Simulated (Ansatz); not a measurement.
# AlF3···H2: what the fields show

```xyz
6

Al   -0.4107   -0.3981    0.1943
F    -1.4597    0.8688    0.0402
F    -0.2848   -1.5061   -1.0142
F     0.2429   -0.7435    1.6632
H     0.6599    1.1554   -0.4591
H     1.2523    0.6235   -0.4244
```

These are results of RKS LDA/def2-SVP in Ansatz 0.2.0, not measurements.

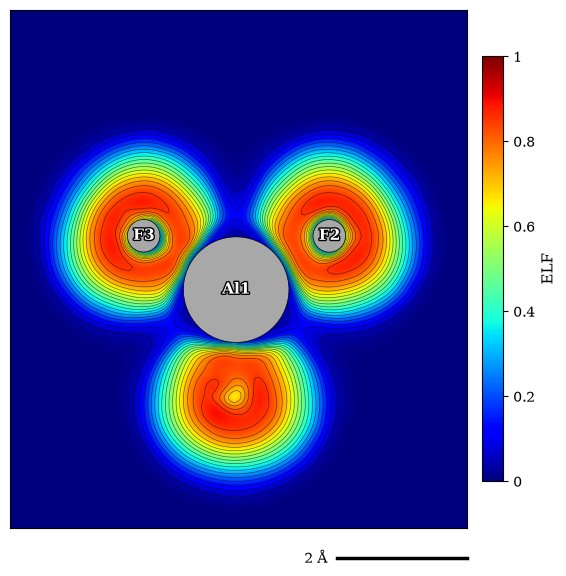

Figure 1. Electron localisation function on the plane of atoms F2, Al1 and F3. Grey discs cover the atomic cores.

> Read the bonding off the picture.

The plane passes through Al and F nuclei.
Al–F (1.64 Å): the ELF peaks at about 0.85 in the valence shell of F, 0.6 Å from its nucleus, and is about 0.25 at the midpoint.
The ELF also peaks beside F4, F2 and F3, away from the bonds: lone-pair regions.

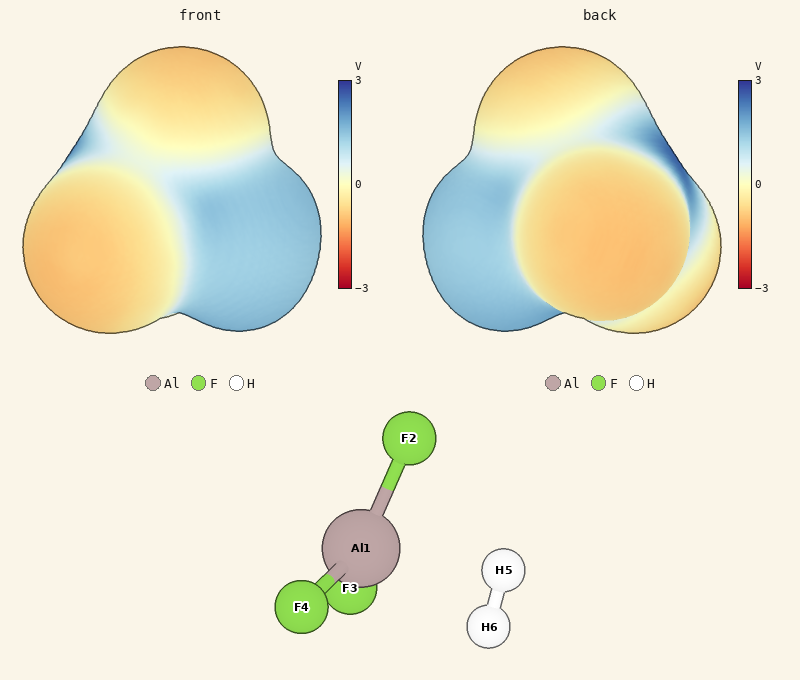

Figure 2. The molecular electrostatic potential painted on the density surface at 0.001 e/bohr³, seen from the front and from behind; red is negative and blue positive. The bare structure is drawn below in the same view.

> Describe the electrostatic potential map.

The most negative region (about −1.0 V, or −23 kcal/mol for a unit charge) lies over F3 and F4, the most positive (about +2.4 V, or +55 kcal/mol for a unit charge) over Al1.

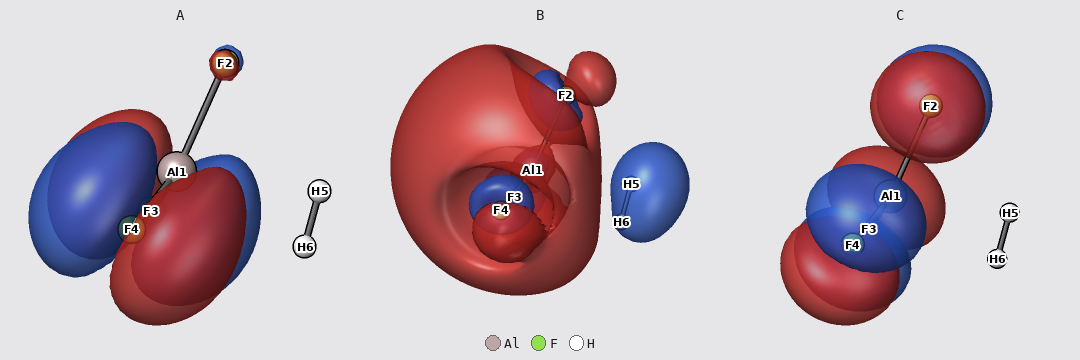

Figure 3. Three frontier orbitals at ±0.06 Å⁻³ᐟ² (red and blue are the two phases), in no order.

> Which picture is the HOMO−1, the HOMO and the LUMO?

A is the HOMO−1 (−9.53 eV). Its weight (Hirshfeld) is mainly on F4 (about 45 %) and F3 (about 45 %); largely a combination of lone pairs on F4 and F3. C is the HOMO (−9.10 eV). It lies mainly on F4 (about 35 %), F3 (about 35 %) and F2 (about 25 %); largely a combination of lone pairs on F4, F3 and F2. B is the LUMO (−1.32 eV). It lies mainly on Al1 (about 65 %), F3 (about 10 %), F4 (about 10 %) and F2 (about 10 %).

> What is the HOMO–LUMO gap?

7.78 eV between the orbital energies.
